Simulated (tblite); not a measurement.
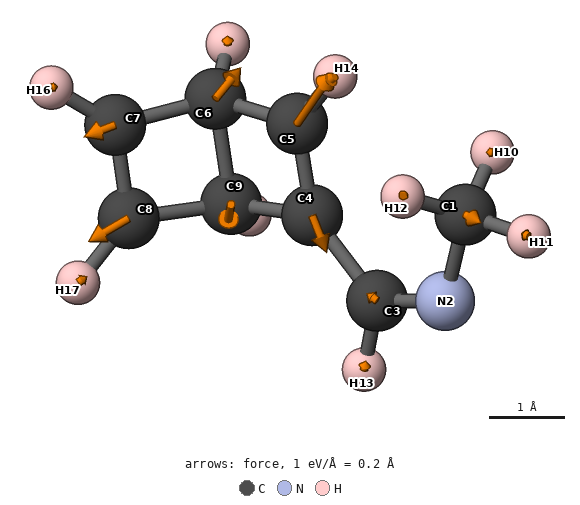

Starting geometry of C8H9N with the computed forces as orange arrows. Style: ball-and-stick. Shown from a free direction.

Computed with GFN2-xTB geometry optimisation, gas phase (tblite 0.8.0). 

What follows when this structure is relaxed?

It isn't relaxed: the largest force vector, on a C atom, is 5.71 eV/Å. The final displacements follow the starting forces only in part (cosine between the two patterns 0.35). The largest move after the best rigid fit is that of an H atom, 0.20 Å. By element the largest moves are H 0.20 Å, C 0.13 Å, N 0.07 Å. Near-neighbour distances that change, for instance: C–C 1.441 → 1.514 Å, C–C 1.502 → 1.556 Å, C–C 1.471 → 1.522 Å, C–H 1.122 → 1.074 Å. Among the angles between lasting bonds that change: C–C–H 113.3° → 124.6°, C–C–H 116.5° → 124.4°, H–C–H 114.7° → 107.8°. After 40 geometry steps the energy has fallen by 0.765 eV.
